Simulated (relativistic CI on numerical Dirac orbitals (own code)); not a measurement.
```
atom Mo  Z=42  charge=8  electrons=34
nucleus A=98  rms_radius_fm=4.4091
hamiltonian dirac-coulomb  breit=on  qed=on  c_scale=1
orbitals kli  potential=per-configuration
slater_scale 1
correlation none
mixing on
configurations
  [Ar] 3d10 4s2 4p4
  [Ar] 3d10 4s 4p5
  [Ar] 3d10 4p6
  [Ar] 3d10 4s2 4p3 4d
  [Ar] 3d10 4s 4p4 4d
  [Ar] 3d10 4s2 4p3 4f
  [Ar] 3d10 4s 4p4 4f
  [Ar] 3d10 4s2 4p3 5s
  [Ar] 3d10 4p5 4d
  [Ar] 3d10 4s2 4p3 5p
  [Ar] 3d10 4s 4p3 4d2
  [Ar] 3d10 4s2 4p2 4d 5p
  [Ar] 3d10 4s2 4p2 4d 4f
  [Ar] 3d10 4p5 5s
  [Ar] 3d10 4s2 4p3 5d
  [Ar] 3d10 4s 4p4 5s
  [Ar] 3d10 4p5 5p
  [Ar] 3d10 4p5 4f
  [Ar] 3d10 4s 4p3 4d 5s
  [Ar] 3d10 4s2 4p3 6s
  [Ar] 3d10 4s 4p4 5p
  [Ar] 3d10 4s2 4p3 6p
  [Ar] 3d10 4s2 4p2 5s 5p
  [Ar] 3d10 4s2 4p3 5f
  [Ar] 3d10 4s2 4p2 4f 5s
  [Ar] 3d10 4s2 4p3 5g
  [Ar] 3d10 4s2 4p3 6d
  [Ar] 3d10 4s2 4p2 4d2
  [Ar] 3d10 4s2 4p 4d3
  [Ar] 3d10 4s 4p2 4d3
  [Ar] 3d10 4s2 4p 4d2 4f
  [Ar] 3d10 4s 4p2 4d2 4f
  [Ar] 3d10 4s2 4p 4d2 5s
  [Ar] 3d10 4p4 4d2
  [Ar] 3d10 4p3 4d3
  [Ar] 3d10 4p3 4d2 4f
  [Ar] 3d10 4p3 4d2 5s
  [Ar] 3d10 4s2 4p2 4f2
  [Ar] 3d10 4s2 4p 4d 4f2
  [Ar] 3d10 4s 4p2 4d 4f2
  [Ar] 3d10 4s2 4p 4f3
  [Ar] 3d10 4s 4p2 4f3
  [Ar] 3d10 4s2 4p 4f2 5s
  [Ar] 3d10 4s2 4p2 5s2
  [Ar] 3d10 4s2 4p 4d 5s2
  [Ar] 3d10 4s 4p2 4d 5s2
  [Ar] 3d10 4s2 4p 4f 5s2
  [Ar] 3d10 4s 4p2 4f 5s2
end
```

Command (the task file carries these settings):
```bash
python run_levels.py task.json out
```

Method of calculation: relativistic configuration interaction, KLI exchange-only orbitals, Breit term, model QED, unscaled Slater integrals (in-house radial CI code).

The plot shows absorption lines from the lowest level (oscillator strengths f):

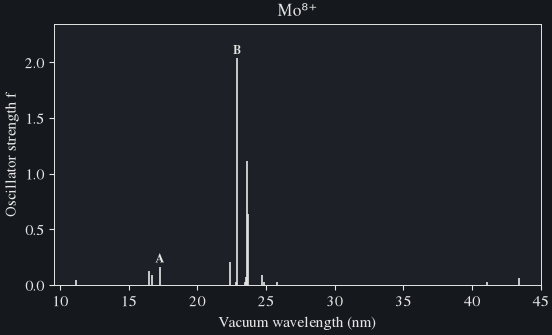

The lettered lines are A: 4s² 4p³ 5s ³S°₁ ← 4s² 4p⁴ ³P₂, 17.25 nm, f = 0.17; B: 4s² 4p³ 4d ³D°₃ ← 4s² 4p⁴ ³P₂, 22.93 nm, f = 2.0. The strongest, B, lies in the extreme ultraviolet region.

Limits of the model: configurations can be misplaced by up to about 7 % of their energy; only a limited list of configurations is included, so lower levels can be missing; only lines among the lowest 400 of 12886 levels are drawn, so those from 4s 4p⁴ 5p and 4s² 4p³ 6s are incomplete.
